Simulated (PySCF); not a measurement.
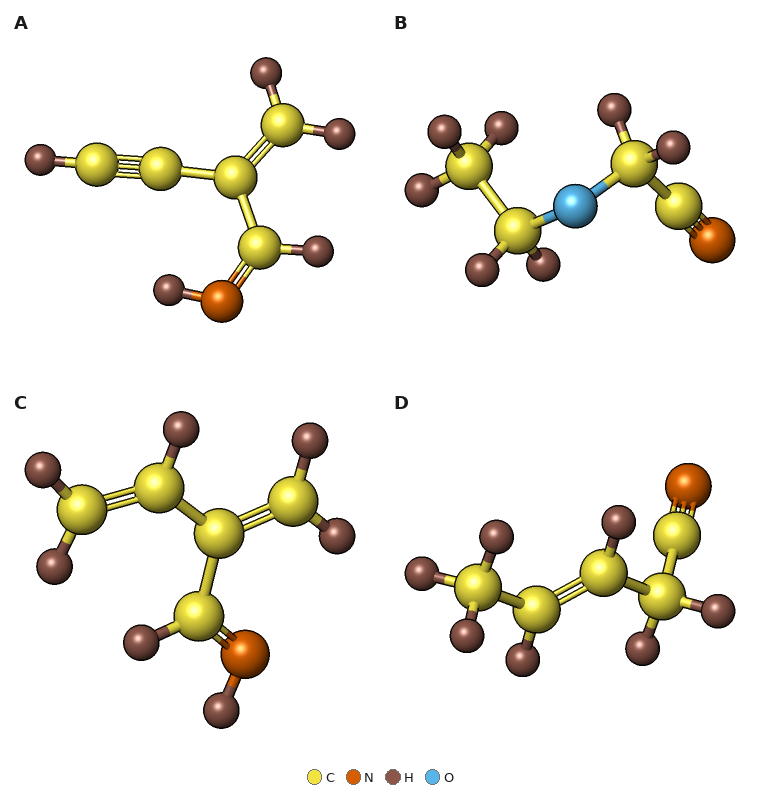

Source: calculation with PySCF.

**Match each picture to its SMILES.**
(1) [H]/N=C/C(=C)C=C
(2) [H]/N=C\C(=C)C#C
(3) C/C=C/CC#N
(4) CCOCC#N

A is (2), B is (4), C is (1), D is (3).
